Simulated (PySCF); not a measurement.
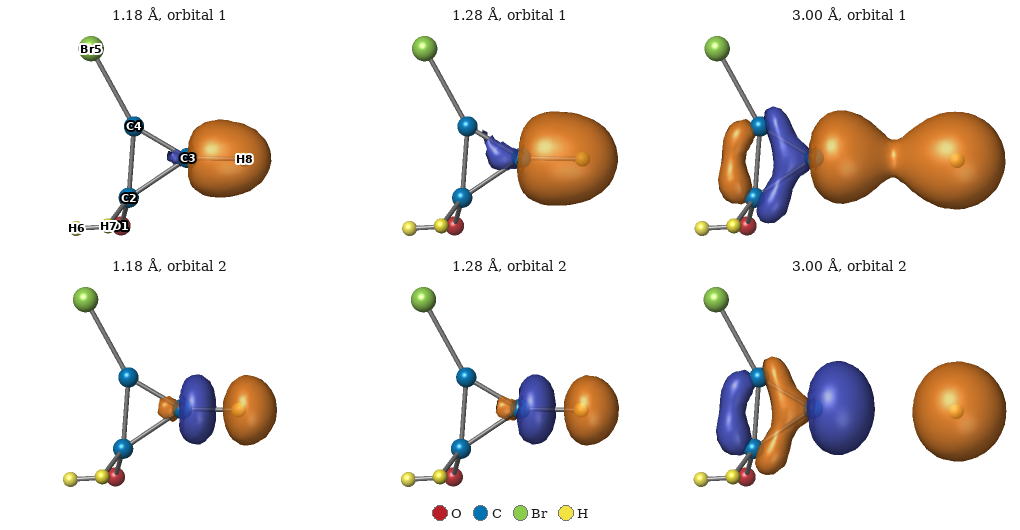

C3H3BrO, SMILES `OC1C=C1Br`. Rigid stretch of the C3–H8 bond. The two CASSCF(2,2) natural orbitals nearest half filling (orbital 1 the more occupied).

Level of theory: def2-SVP basis (PySCF), at a geometry from GFN2-xTB. No frequency check shows the geometry to be a minimum. GFN2-xTB bond lengths at metals and heavier atoms can be off by up to 0.1 Å and shapes distorted, which carries into these values.

The calculation's input:

```python
import numpy as np
from pyscf import gto, scf, mcscf

mol = gto.M(atom='''
O      2.54155     0.84228     0.32436
C      1.80305    -0.03688    -0.46335
C      1.31984    -1.31043     0.17068
C      0.40886    -0.40741    -0.07172
Br    -1.35984     0.12295     0.01362
H      2.37359     1.75220     0.05184
H      2.08781    -0.01894    -1.51557
H      1.61018    -2.24653     0.57852
''', basis='def2-svp', charge=0, spin=0, verbose=4)
# stretch the bond between atoms 3 and 8, from long to short, fragments rigid
a, b, move = 2, 7, [7]
xyz = mol.atom_coords(unit='Angstrom')
u = xyz[b] - xyz[a]
r0 = np.linalg.norm(u)
rows, last, dm_u = [], None, None
for r in [3.0, 2.35, 1.93, 1.66, 1.44, 1.28, 1.18, 1.07, 0.98]:
    new = xyz.copy()
    new[move] += u / r0 * (r - r0)
    m = mol.set_geom_(new, unit='Angstrom', inplace=False)
    rhf = scf.RHF(m).density_fit(auxbasis='def2-universal-jkfit').run()
    uhf = scf.UHF(m).density_fit(auxbasis='def2-universal-jkfit').newton()
    if dm_u is None:
        c = rhf.mo_coeff
        h = m.nelectron // 2 - 1
        ca, cb = c.copy(), c.copy()
        ca[:, h], cb[:, h] = (c[:, h] + c[:, h + 1]) / 2**.5, (c[:, h] - c[:, h + 1]) / 2**.5
        dm_u = np.array([x[:, :h + 1] @ x[:, :h + 1].T for x in (ca, cb)])
    uhf.kernel(dm0=dm_u)
    for _ in range(3):
        c, _, stable, _ = uhf.stability(return_status=True)
        if stable:
            break
        uhf.kernel(c, uhf.mo_occ)
    dm_u = uhf.make_rdm1()
    mc = mcscf.CASSCF(rhf, 2, 2)
    mc.natorb = True
    mc.fix_spin_(ss=0)
    guess = mcscf.addons.make_natural_orbitals(uhf)[1] if last is None else mcscf.project_init_guess(mc, last.mo_coeff, last.mol)
    mc.kernel(guess)
    last = mc
    act = slice(mc.ncore, mc.ncore + mc.ncas)
    print('r %.3f  RHF %.6f  UHF %.6f  <S^2> %.3f  CASSCF %.6f  occupations' % (r, rhf.e_tot, uhf.e_tot, uhf.spin_square()[0], mc.e_tot), mc.mo_occ[act].round(4))
    rows.append((new, rhf.e_tot, uhf.e_tot, uhf.spin_square()[0], mc.e_tot, mc.mo_occ[act], mc.mo_coeff[:, act], dm_u[0] - dm_u[1], rhf.converged and uhf.converged and mc.converged))
    np.savez('result.npz', **{k: [row[i] for row in rows] for i, k in enumerate('xyz rhf uhf s2 cas occ c spin ok'.split())})
```

Run with:

```sh
OMP_NUM_THREADS=1 python input.py
```

The run took 7.2 min on 1 thread of Intel(R) Xeon(R) Processor @ 2.70GHz, on a shared host, peak memory 0.3 GiB.

Question: How do the occupations change along the stretch?

Answer: 1.18 Å: 1.98 and 0.02; 1.28 Å: 1.97 and 0.03; 3.00 Å: 1.27 and 0.73. At the longest distance computed (3.00 Å) they are 1.27 and 0.73, and the effective number of unpaired electrons is 1.7.

UHF's ⟨S²⟩ passes 1 along the scan (up to 1.18), so it also polarises electrons outside the stretched bond; its energy lowering isn't due to that bond alone.

Question: Where does the UHF solution part from RHF?

Answer: Between 1.44 Å (⟨S²⟩ = 0, the two coincide) and 1.66 Å (⟨S²⟩ = 0.20); at 3.00 Å ⟨S²⟩ is 1.18 and UHF lies 3.7 eV below RHF.

Question: How much energy does the stretch cost?

Answer: By CASSCF, 4.7 eV from the lowest point of the scan (1.07 Å) to 3.00 Å; RHF gives 7.9 eV from its own lowest point. The fragments aren't relaxed and dynamic correlation is missing, so this isn't a bond dissociation energy.
